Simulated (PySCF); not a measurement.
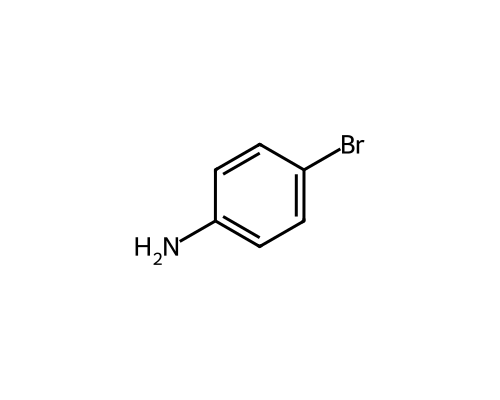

The computed structure is the end point of a PBE0-D3(BJ)/def2-SVP optimisation. No frequency run is at hand to confirm it as a minimum. Method: PBE0/def2-SVPD, gas phase (PySCF 2.14.0). Excitations: vertical, linear response.

What does the calculation give?

The species is C₆H₆BrN (`Nc1ccc(Br)cc1`).
- dipole moment: 3.68 D
- HOMO energy (Kohn–Sham orbital): −6.03 eV
- LUMO energy (Kohn–Sham orbital): −0.52 eV
- HOMO–LUMO gap: 5.51 eV
- mean static polarisability: 102.9 bohr³
- lowest vertical singlet excitation: 4.54 eV
- its oscillator strength: 0.029
- brightest of the 10 lowest singlets: 5.31 eV
- its oscillator strength: 0.29
